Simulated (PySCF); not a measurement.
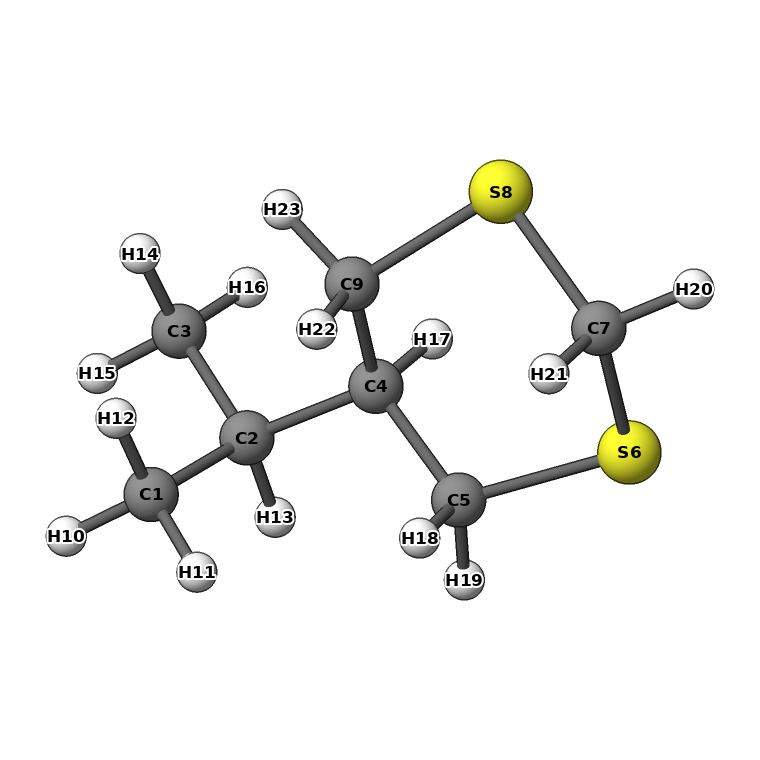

The questions are on isotropic NMR shieldings of the S atoms. The computed structure is the end point of a GFN2-xTB optimisation. No frequency run is at hand to confirm it as a minimum. Level of theory: GIAO PBE0/pcSseg-1 NMR shielding, non-relativistic, gas phase (PySCF 2.14.0).

Give the isotropic NMR shieldings of the S atoms atom by atom.

```csv
atom,σ (ppm)
S6,453.2
S8,458.8
```
